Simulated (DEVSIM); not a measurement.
Device: Schottky contact on n-type Si, at 300 K.

| layer (left to right) | material | thickness (μm) | Nd (cm⁻³) | τn (s) | τp (s) |
|---|---|---|---|---|---|
| 1 | Si | 0.320 | 2.7e17 | 2.7e-7 | 2.7e-7 |

Left contact: Schottky, work function 4.74 eV, emission velocity 4.6e6 cm/s. Right contact: ohmic. Voltage is applied to the left contact. Recombination: SRH at mid-gap, radiative, Auger. Gap narrowing is on: ΔEg = 6.92 meV × (l + √(l² + 0.5)), l = ln(N/1.3e17 cm⁻³), shared equally by both band edges. Mobility is μmin + (μ − μmin)/(1 + (N/Nref)^α).

Constants are typed, rounded textbook-type inputs, not results; the design itself was drawn at random and stands for no fabricated device. Values at 300 K.

```csv
parameter,Si
gap (eV),1.124
affinity (eV),4.05
permittivity,11.7
Nc (cm⁻³),2.86e19
Nv (cm⁻³),3.1e19
μn (cm²/Vs),1417
μp (cm²/Vs),470
"μn,min",52
"μp,min",45
"Nref,n",9.7e16
"Nref,p",2.2e17
αn,0.68
αp,0.72
B (cm³/s),4.7e-15
Cn (cm⁶/s),2.8e-31
Cp (cm⁶/s),9.9e-32
```

DEVSIM, 1D drift-diffusion, Boltzmann statistics, complete ionisation; no tunnelling, impact ionisation, image-force lowering or self-heating. Metal contacts follow the ideal Schottky-Mott rule: no Fermi-level pinning, no interface dipoles.

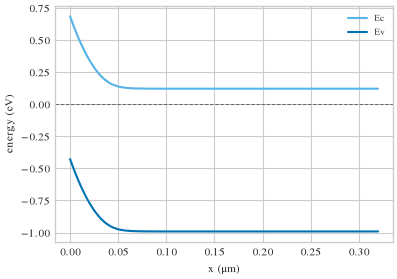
*Band edges at zero bias*

Energies count from the Fermi level of the right contact; mesh points crowd at the junctions.

```json
[
 {"x (μm)": "0.000", "Ec (eV)": "0.684", "Ev (eV)": "-0.428", "n (cm⁻³)": "9.3e7", "p (cm⁻³)": "2.0e12", "field (V/cm)": "-210000"},
 {"x (μm)": "0.005364", "Ec (eV)": "0.576", "Ev (eV)": "-0.536", "n (cm⁻³)": "6.0e9", "p (cm⁻³)": "3.1e10", "field (V/cm)": "-190000"},
 {"x (μm)": "0.01174", "Ec (eV)": "0.464", "Ev (eV)": "-0.648", "n (cm⁻³)": "4.6e11", "p (cm⁻³)": "4.0e8", "field (V/cm)": "-160000"},
 {"x (μm)": "0.01770", "Ec (eV)": "0.374", "Ev (eV)": "-0.738", "n (cm⁻³)": "1.5e13", "p (cm⁻³)": "1.3e7", "field (V/cm)": "-140000"},
 {"x (μm)": "0.03032", "Ec (eV)": "0.233", "Ev (eV)": "-0.879", "n (cm⁻³)": "3.4e15", "p (cm⁻³)": "54000", "field (V/cm)": "-85000"},
 {"x (μm)": "0.04140", "Ec (eV)": "0.163", "Ev (eV)": "-0.949", "n (cm⁻³)": "5.2e16", "p (cm⁻³)": "3600", "field (V/cm)": "-43000"},
 {"x (μm)": "0.05176", "Ec (eV)": "0.134", "Ev (eV)": "-0.978", "n (cm⁻³)": "1.6e17", "p (cm⁻³)": "1200", "field (V/cm)": "-16000"},
 {"x (μm)": "0.07370", "Ec (eV)": "0.121", "Ev (eV)": "-0.990", "n (cm⁻³)": "2.6e17", "p (cm⁻³)": "710", "field (V/cm)": "-1200"},
 {"x (μm)": "0.08884", "Ec (eV)": "0.121", "Ev (eV)": "-0.991", "n (cm⁻³)": "2.7e17", "p (cm⁻³)": "690", "field (V/cm)": "-180"},
 {"x (μm)": "0.1110", "Ec (eV)": "0.121", "Ev (eV)": "-0.991", "n (cm⁻³)": "2.7e17", "p (cm⁻³)": "690", "field (V/cm)": "-11"},
 {"x (μm)": "0.1373", "Ec (eV)": "0.121", "Ev (eV)": "-0.991", "n (cm⁻³)": "2.7e17", "p (cm⁻³)": "690", "field (V/cm)": "≈ 0"},
 {"x (μm)": "0.1726", "Ec (eV)": "0.121", "Ev (eV)": "-0.991", "n (cm⁻³)": "2.7e17", "p (cm⁻³)": "690", "field (V/cm)": "≈ 0"},
 {"x (μm)": "0.2005", "Ec (eV)": "0.121", "Ev (eV)": "-0.991", "n (cm⁻³)": "2.7e17", "p (cm⁻³)": "690", "field (V/cm)": "≈ 0"},
 {"x (μm)": "0.2240", "Ec (eV)": "0.121", "Ev (eV)": "-0.991", "n (cm⁻³)": "2.7e17", "p (cm⁻³)": "690", "field (V/cm)": "≈ 0"},
 {"x (μm)": "0.2473", "Ec (eV)": "0.121", "Ev (eV)": "-0.991", "n (cm⁻³)": "2.7e17", "p (cm⁻³)": "690", "field (V/cm)": "≈ 0"},
 {"x (μm)": "0.2633", "Ec (eV)": "0.121", "Ev (eV)": "-0.991", "n (cm⁻³)": "2.7e17", "p (cm⁻³)": "690", "field (V/cm)": "≈ 0"},
 {"x (μm)": "0.2768", "Ec (eV)": "0.121", "Ev (eV)": "-0.991", "n (cm⁻³)": "2.7e17", "p (cm⁻³)": "690", "field (V/cm)": "≈ 0"},
 {"x (μm)": "0.2882", "Ec (eV)": "0.121", "Ev (eV)": "-0.991", "n (cm⁻³)": "2.7e17", "p (cm⁻³)": "690", "field (V/cm)": "≈ 0"},
 {"x (μm)": "0.2995", "Ec (eV)": "0.121", "Ev (eV)": "-0.991", "n (cm⁻³)": "2.7e17", "p (cm⁻³)": "690", "field (V/cm)": "≈ 0"},
 {"x (μm)": "0.3072", "Ec (eV)": "0.121", "Ev (eV)": "-0.991", "n (cm⁻³)": "2.7e17", "p (cm⁻³)": "690", "field (V/cm)": "≈ 0"},
 {"x (μm)": "0.3138", "Ec (eV)": "0.121", "Ev (eV)": "-0.991", "n (cm⁻³)": "2.7e17", "p (cm⁻³)": "690", "field (V/cm)": "≈ 0"},
 {"x (μm)": "0.3200", "Ec (eV)": "0.121", "Ev (eV)": "-0.991", "n (cm⁻³)": "2.7e17", "p (cm⁻³)": "690", "field (V/cm)": "≈ 0"}
]
```
